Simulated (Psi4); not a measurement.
# BF: geometry relaxation (part 1 of 2)

BF (13768-60-0), SMILES [B]F, computed with PBE/def2-SVP, RKS, dispersion D3(BJ) (Psi4 1.11).

The geometry comes from this level: PBE0-D4/def2-TZVP.

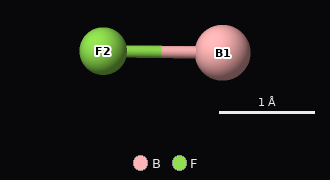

**Figure 1.** The input geometry (ball-and-stick view, seen at a tilt; atoms are numbered from 1 in the order of the input). Bond lengths as drawn: B–F 1.26 Å.

The input (calc.py)
```python
import psi4

psi4.set_memory('1600 MB')
psi4.set_num_threads(1)
psi4.set_output_file('bf.out', False)

geom = psi4.geometry("""
B      0.000000     0.000000    -0.009350
F      0.000000     0.000000     1.253740
""")

options = {'basis': 'def2-SVP', 'geom_maxiter': 60}
psi4.set_options(options)

e, wfn = psi4.optimize('pbe-d3bj', molecule=geom, return_wfn=True)
print(f'total energy {e:.8f} hartree = {e * 27.211386:.5f} eV')
print(geom.to_string(dtype='xyz', units='Angstrom'))
```

Hardware: 1 thread of Intel Xeon (Sapphire Rapids), 32 GiB of memory available, shared host.

Run as:
```bash
python calc.py
```

What the program printed
```
Psi4 1.11 release

gradient() will perform analytic gradient computation.

   => Loading Basis Set <=

    Name: DEF2-SVP
    Role: ORBITAL
    Keyword: BASIS

   => PBE-D3(BJ): Empirical Dispersion <=

        s6 =       1.000000
        s8 =       0.787500
        a1 =       0.428900
        a2 =       4.440700

         ---------------------------------------------------------
                                   SCF
                              RKS Reference
                        1 Threads,   1525 MiB Core
         ---------------------------------------------------------

  ==> Geometry <==

    Molecular point group: c2v
    Full point group: C_inf_v

    Geometry (in Angstrom), charge = 0, multiplicity = 1:

       Center              X                  Y                   Z               Mass
    ------------   -----------------  -----------------  -----------------  -----------------
         B            0.000000000000     0.000000000000    -0.799684288877    11.009305360000
         F            0.000000000000     0.000000000000     0.463405711123    18.998403162730

  Running in c2v symmetry.

  Rotational constants: A = ************  B =      1.51595  C =      1.51595 [cm^-1]
  Rotational constants: A = ************  B =  45446.91637  C =  45446.91637 [MHz]
  Nuclear repulsion =   18.852951476260600

  Charge       = 0
  Multiplicity = 1
  Electrons    = 14
  Nalpha       = 7
  Nbeta        = 7

  ==> Algorithm <==

  SCF Algorithm Type is DF.
  DIIS enabled.
  MOM disabled.
  Fractional occupation disabled.
  Guess Type is SAD.
  Energy threshold   = 1.00e-08
  Density threshold  = 1.00e-08
  Integral threshold = 1.00e-12

  ==> Primary Basis <==

  Basis Set: DEF2-SVP
    Blend: DEF2-SVP
    Number of shells: 12
    Number of basis functions: 28
    Number of Cartesian functions: 30
    Spherical Harmonics?: true
    Max angular momentum: 2

  ==> DFT Potential <==

   => LibXC <=

    Version 7.1.2

   => Composite Functional: PBE-D3BJ2B <=

    PBE GGA Exchange-Correlation Functional

    Deriv               =              1
    GGA                 =           TRUE
    Meta                =          FALSE

    Exchange Hybrid     =          FALSE
    MP2 Hybrid          =          FALSE

   => Exchange Functionals <=

    1.0000     XC_GGA_X_PBE

   => Correlation Functionals <=

    1.0000     XC_GGA_C_PBE

   => LibXC Density Thresholds  <==

    XC_GGA_C_PBE:  1.00E-12
    XC_GGA_X_PBE:  1.00E-15

   => Molecular Quadrature <=

    Radial Scheme          =       TREUTLER
    Pruning Scheme         =           NONE
    Nuclear Scheme         =       TREUTLER

    Blocking Scheme        =         OCTREE
    BS radius alpha        =              1
    Pruning alpha          =              1
    Radial Points          =             75
    Spherical Points       =            302
    Total Points           =          43566
    Total Blocks           =            393
    Max Points             =            256
    Max Functions          =             28
    Weights Tolerance      =       1.00E-15

   => Loading Basis Set <=

    Name: (DEF2-SVP AUX)
    Role: JKFIT
    Keyword: DF_BASIS_SCF

  ==> Integral Setup <==

  DFHelper Memory: AOs need 0.001 GiB; user supplied 1.084 GiB.
  SCF_SUBTYPE=INCORE selected. In-core MEM_DF algorithm will be used.
  Using in-core AOs.

  ==> MemDFJK: Density-Fitted J/K Matrices <==

    J tasked:                   Yes
    K tasked:                    No
    wK tasked:                   No
    Memory [MiB]:              1110
    Algorithm:                 Core
    Schwarz Cutoff:           1E-12
    Mask sparsity (%):       0.0000
    Fitting Condition:        1E-10

   => Auxiliary Basis Set <=

  Basis Set: (DEF2-SVP AUX)
    Blend: DEF2-UNIVERSAL-JKFIT
    Number of shells: 50
    Number of basis functions: 152
    Number of Cartesian functions: 182
    Spherical Harmonics?: true
    Max angular momentum: 4

  Cached 100.0% of DFT collocation blocks in 0.033 [GiB].

  Minimum eigenvalue in the overlap matrix is 3.0666513398E-02.
  Reciprocal condition number of the overlap matrix is 9.8956441571E-03.
    Using symmetric orthogonalization.

  ==> Pre-Iterations <==

  SCF Guess: Superposition of Atomic Densities via on-the-fly atomic UHF (no occupation information).

   -------------------------
    Irrep   Nso     Nmo
   -------------------------
     A1        14      14
     A2         2       2
     B1         6       6
     B2         6       6
   -------------------------
    Total      28      28
   -------------------------

  ==> Iterations <==

                           Total Energy        Delta E     RMS |[F,P]|

   @DF-RKS iter SAD:  -124.09012676917177   -1.24090e+02   0.00000e+00
   @DF-RKS iter   1:  -124.39660747349446   -3.06481e-01   1.55487e-02 ADIIS/DIIS
   @DF-RKS iter   2:  -124.38541436109584    1.11931e-02   2.13235e-02 ADIIS/DIIS
   @DF-RKS iter   3:  -124.41944682618512   -3.40325e-02   6.25103e-03 ADIIS/DIIS
   @DF-RKS iter   4:  -124.42433809618039   -4.89127e-03   6.66754e-04 ADIIS/DIIS
   @DF-RKS iter   5:  -124.42438514952063   -4.70533e-05   2.77515e-05 DIIS
   @DF-RKS iter   6:  -124.42438526320556   -1.13685e-07   2.85906e-06 DIIS
   @DF-RKS iter   7:  -124.42438526400711   -8.01549e-10   2.46899e-07 DIIS
   @DF-RKS iter   8:  -124.42438526401540   -8.28493e-12   1.66760e-08 DIIS
   @DF-RKS iter   9:  -124.42438526401550   -9.94760e-14   1.08064e-09 DIIS
  Energy and wave function converged.

  ==> Post-Iterations <==

   Electrons on quadrature grid:
      Ntotal   =   14.0000019296 ; deviation = 1.930e-06

    Orbital Energies [Eh]
    ---------------------

    Doubly Occupied:

       1A1   -24.353398     2A1    -6.616776     3A1    -1.179635
       4A1    -0.554650     1B1    -0.471527     1B2    -0.471527
       5A1    -0.241870

    Virtual:

       2B1    -0.073096     2B2    -0.073096     6A1     0.085055
       7A1     0.219884     3B2     0.259419     3B1     0.259419
       8A1     0.454588     9A1     0.957675     1A2     0.957675
      10A1     1.001666     4B2     1.003431     4B1     1.003431
       5B2     1.176916     5B1     1.176916    11A1     1.421715
      12A1     1.575295    13A1     2.894081     2A2     2.894084
       6B2     3.192206     6B1     3.192206    14A1     3.680109

    Final Occupation by Irrep:
             A1    A2    B1    B2
    DOCC [     5,    0,    1,    1 ]
    NA   [     5,    0,    1,    1 ]
    NB   [     5,    0,    1,    1 ]

  @DF-RKS Final Energy:  -124.42438526401550

   => Energetics <=

    Nuclear Repulsion Energy =             18.8529514762605999
    One-Electron Energy =                -208.5742890681448500
    Two-Electron Energy =                  79.5732086420337765
    DFT Exchange-Correlation Energy =     -14.2759246624913949
    Empirical Dispersion Energy =          -0.0003316516736177
    VV10 Nonlocal Energy =                  0.0000000000000000
    Total Energy =                       -124.4243852640154984

Computation Completed

Properties will be evaluated at   0.000000,   0.000000,   0.000000 [a0]

Properties computed using the SCF density matrix

 Multipole Moments:

 ------------------------------------------------------------------------------------
     Multipole            Electronic (a.u.)      Nuclear  (a.u.)        Total (a.u.)
 ------------------------------------------------------------------------------------

 L = 1.  Multiply by 2.5417464519 to convert [e a0] to [Debye]
 Dipole X            :          0.0000000            0.0000000            0.0000000
 Dipole Y            :          0.0000000            0.0000000            0.0000000
 Dipole Z            :          0.1947537            0.3254674            0.5202212
 Magnitude           :                                                    0.5202212

 ------------------------------------------------------------------------------------

	total time  =          2 seconds =       0.03 minutes

         ------------------------------------------------------------
                                   SCF GRAD
         ------------------------------------------------------------

  ==> Geometry <==

    Molecular point group: c2v
    Full point group: C_inf_v

    Geometry (in Angstrom), charge = 0, multiplicity = 1:

       Center              X                  Y                   Z               Mass
    ------------   -----------------  -----------------  -----------------  -----------------
         B            0.000000000000     0.000000000000    -0.799684288877    11.009305360000
         F            0.000000000000     0.000000000000     0.463405711123    18.998403162730

  Nuclear repulsion =   18.852951476260600

  ==> Basis Set <==

  Basis Set: DEF2-SVP
    Blend: DEF2-SVP
    Number of shells: 12
    Number of basis functions: 28
    Number of Cartesian functions: 30
    Spherical Harmonics?: true
    Max angular momentum: 2

  ==> DFJKGrad: Density-Fitted SCF Gradients <==

    Gradient:                    1
    J tasked:                  Yes
    K tasked:                   No
    wK tasked:                  No
    Integrals threads:           1
    Memory [MiB]:             1144
    Schwarz Cutoff:          1E-12
    Fitting Condition:       1E-10

   => Auxiliary Basis Set <=

  Basis Set: (DEF2-SVP AUX)
    Blend: DEF2-UNIVERSAL-JKFIT
    Number of shells: 50
    Number of basis functions: 152
    Number of Cartesian functions: 182
    Spherical Harmonics?: true
    Max angular momentum: 4

   => Molecular Quadrature <=

    Radial Scheme          =       TREUTLER
    Pruning Scheme         =           NONE
    Nuclear Scheme         =       TREUTLER

    Blocking Scheme        =         OCTREE
    BS radius alpha        =              1
    Pruning alpha          =              1
    Radial Points          =             75
    Spherical Points       =            302
    Total Points           =          43566
    Total Blocks           =            393
    Max Points             =            256
    Max Functions          =             28
    Weights Tolerance      =       1.00E-15

  -Total Gradient:
     Atom            X                  Y                   Z
    ------   -----------------  -----------------  -----------------
       1        0.000000000000     0.000000000000     0.011261415993
       2        0.000000000000    -0.000000000000    -0.011295827994

	total time  =          0 seconds =       0.00 minutes

    			-----------------------------------------

    			 OPTKING 3.0: for geometry optimizations

    			        with contributions from

    			-----------------------------------------

	                            ===> Fragment 1 <==

	 Z (Atomic Numbers)          Masses                          Geom
	       5.000000            11.009305          0.00000000  0.00000000 -1.51118429
	       9.000000            18.998403          0.00000000  0.00000000  0.87570988

	 - Coordinate -           - BOHR/RAD -       - ANG/DEG -
	 R(1,2)           =         2.386894           1.263090

	        --- Internal Coordinate Step in ANG or DEG, aJ/ANG or AJ/DEG ---
	-------------------------------------------------------------------------------
	           Coordinate      Previous         Force          Change          New
	           ----------      --------        ------          ------        ------
	               R(1,2)       1.26309        0.09292        0.00759       1.27068
	-------------------------------------------------------------------------------

	                                 ==> Convergence Check <==

	Measures of convergence in internal coordinates in au.

	Criteria marked as inactive (o), active & met (*), and active & unmet ( ).

	----------------------------------------------------------------------------------------------~
	   Step    Total Energy     Delta E     Max Force     RMS Force      Max Disp      RMS Disp   ~
	----------------------------------------------------------------------------------------------~
	  Convergence Criteria     1.00e-06 *    3.00e-04 *             o    1.20e-03 *             o~
	----------------------------------------------------------------------------------------------~
	     1    -124.42438526   -1.24e+02      1.13e-02      1.13e-02 o    1.43e-02      1.43e-02 o  ~
	----------------------------------------------------------------------------------------------

Next Geometry in Ang
	Fragment 1 (Ang)

	    B   0.0000000000   0.0000000000  -0.8034810712
	    F   0.0000000000   0.0000000000   0.4672024934

    Structure for next step:
    Molecular point group: c2v
    Full point group: C_inf_v

    Geometry (in Angstrom), charge = 0, multiplicity = 1:

    B            0.000000000000     0.000000000000    -0.804491906949
    F            0.000000000000     0.000000000000     0.466191657656

gradient() will perform analytic gradient computation.

  ==> Geometry <==

    Molecular point group: c2v
    Full point group: C_inf_v

    Geometry (in Angstrom), charge = 0, multiplicity = 1:

       Center              X                  Y                   Z               Mass
    ------------   -----------------  -----------------  -----------------  -----------------
         B            0.000000000000     0.000000000000    -0.804491906949    11.009305360000
         F            0.000000000000     0.000000000000     0.466191657656    18.998403162730

  Running in c2v symmetry.

  Rotational constants: A = ************  B =      1.49788  C =      1.49788 [cm^-1]
  Rotational constants: A = ************  B =  44905.36072  C =  44905.36072 [MHz]
  Nuclear repulsion =   18.740286837308318

  Charge       = 0
  Multiplicity = 1
  Electrons    = 14
  Nalpha       = 7
  Nbeta        = 7

  ==> Algorithm <==

  SCF Algorithm Type is DF.
  DIIS enabled.
  MOM disabled.
  Fractional occupation disabled.
  Guess Type is READ.
  Energy threshold   = 1.00e-08
  Density threshold  = 1.00e-08
  Integral threshold = 1.00e-12

   => Molecular Quadrature <=

    Radial Scheme          =       TREUTLER
    Pruning Scheme         =           NONE
    Nuclear Scheme         =       TREUTLER

    Blocking Scheme        =         OCTREE
    BS radius alpha        =              1
    Pruning alpha          =              1
    Radial Points          =             75
    Spherical Points       =            302
    Total Points           =          43562
    Total Blocks           =            394
    Max Points             =            255
    Max Functions          =             28
    Weights Tolerance      =       1.00E-15

   => Loading Basis Set <=

    Name: DEF2-SVP
    Role: ORBITAL
    Keyword: BASIS

  Reading orbitals from file scr/bf.default.10791.180.npy, no projection.

   => Auxiliary Basis Set <=

  Basis Set: (DEF2-SVP AUX)
    Blend: DEF2-UNIVERSAL-JKFIT
    Number of shells: 50
    Number of basis functions: 152
    Number of Cartesian functions: 182
    Spherical Harmonics?: true
    Max angular momentum: 4

  Cached 100.0% of DFT collocation blocks in 0.033 [GiB].

  Minimum eigenvalue in the overlap matrix is 3.1468260942E-02.
  Reciprocal condition number of the overlap matrix is 1.0173360593E-02.
    Using symmetric orthogonalization.

  ==> Pre-Iterations <==

  SCF Guess: Orbitals guess was supplied from a previous computation.
```
